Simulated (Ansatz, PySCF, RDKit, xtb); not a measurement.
SiH4 (SMILES [SiH4]) and Si2H6 (SMILES [SiH3][SiH3]) are pulled apart as rigid monomers along the line of their centres of mass, from the B3LYP-D3(BJ)/def2-TZVP minimum. Starting geometry (charge 0, multiplicity 1):
```csv
atom,x (Å),y (Å),z (Å)
Si,-0.0956,0.1107,-0.1592
H,-0.2077,-1.1479,0.6113
H,-1.4479,0.5939,-0.5160
H,0.6863,-0.1350,-1.3923
H,0.5919,1.1291,0.6652
Si,0.9047,-0.8834,3.8038
Si,-0.7820,0.7455,3.7819
H,0.3169,-2.2326,3.6224
H,1.6140,-0.8468,5.1065
H,1.8905,-0.6434,2.7240
H,-1.6272,0.6202,2.5702
H,-0.1892,2.1043,3.8057
H,-1.6511,0.5854,4.9737
```

Interaction energies with rigid monomers; basis-set methods are counterpoise corrected unless marked otherwise.

Rows in 6-31G* carry no dispersion term and start afresh at each structure (6-31G* with six Cartesian d functions).

Codes used: Ansatz (a quantum-chemistry and plane-wave program); PySCF for 6-31G* rows, the dispersion terms; RDKit for the force fields; xtb for the GFN methods. 

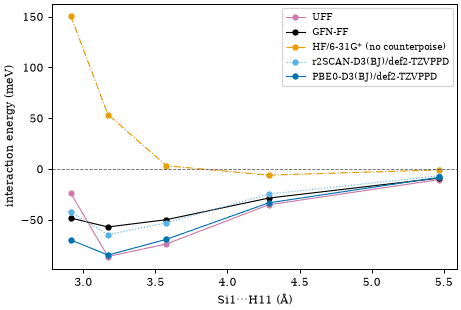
*Interaction energy against separation*

**Question.** Which level binds most strongly at Si1···H11 = 3.17, and by how much?

**Answer.** UFF, -86 meV.
